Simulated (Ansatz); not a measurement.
# NH3···HCN (SMILES N.C#N): what the fields show

```yaml
atoms:
  - { symbol: N, position_ang: [-0.0453, -0.1272, -1.1798] }
  - { symbol: H, position_ang: [-0.2182, 0.7548, -1.6479] }
  - { symbol: H, position_ang: [0.8219, -0.4957, -1.5528] }
  - { symbol: H, position_ang: [-0.7829, -0.7622, -1.4624] }
  - { symbol: C, position_ang: [0.0663, 0.1862, 1.7263] }
  - { symbol: N, position_ang: [0.1101, 0.3090, 2.8661] }
  - { symbol: H, position_ang: [0.0247, 0.0695, 0.6429] }
```

Geometry: rigid move from PBE0-D4/def2-TZVP.

Computed with Ansatz, RKS PBE0-D4/def2-TZVPPD.

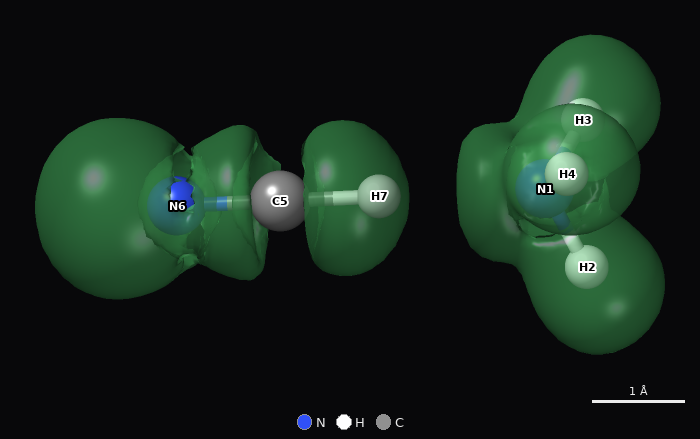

Figure 1. Isosurface of the ELF at 0.75 (green), seen at a tilt. Core shells and regions of very low density are left out.

Identify the bonds, lone pairs and shells in this picture.

The surface consists of one region on N in which the atom's valence shell and bonds are merged, one joined region spread over several atoms (C, H), in which their bonds and any lone pairs are merged and one joined region spread over several atoms (H, N), in which their bonds and any lone pairs are merged.


N1···H7 (1.83 Å): the ELF dips to about 0.20 between them. C–N (1.15 Å): the ELF peaks at about 0.90 between the atoms; a short, multiple covalent bond.

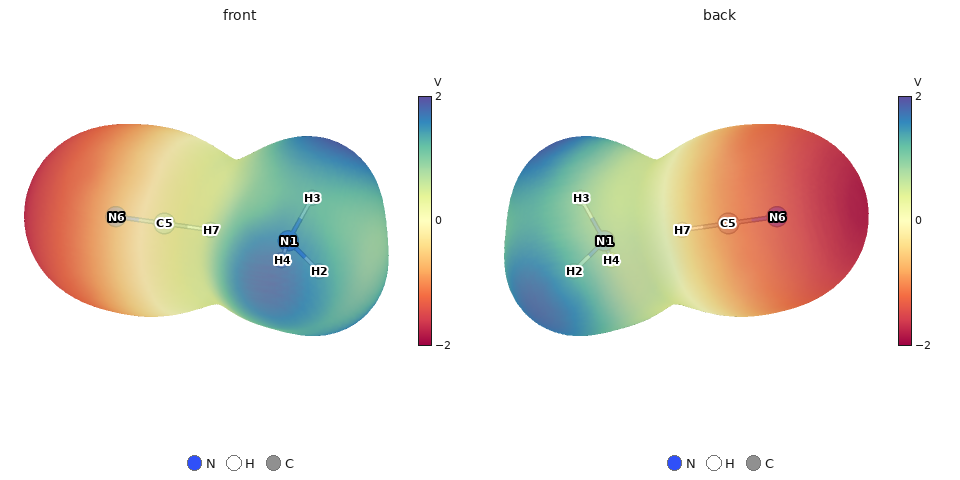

Figure 2. The electrostatic potential painted on the density surface at 0.001 e/bohr³, seen from the front and from behind; the colour scale runs from red (negative) to blue (positive).

Which sites attract a positive test charge, and which a negative one?

A positive charge is drawn to the negative regions and a negative charge to the positive ones. The most negative region (about −1.9 V) lies over N6, the most positive (about +1.8 V) over H2, H3 and H4. N6 is the likeliest acceptor of a hydrogen bond.

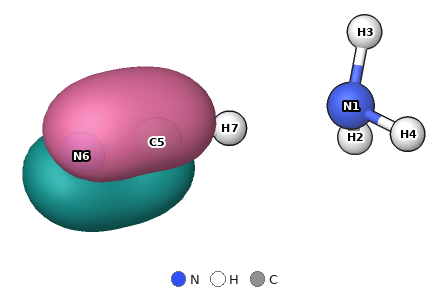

Figure 3. The HOMO−1 at ±0.2 Å⁻³ᐟ² (teal and pink are the two phases), seen at a tilt.

Describe this orbital and give its energy.

It lies mainly on N6 (about 55 %) and C5 (about 45 %); π-bonding across N6–C5. It is one of a degenerate set, so its orientation is arbitrary. Its energy is −9.49 eV.
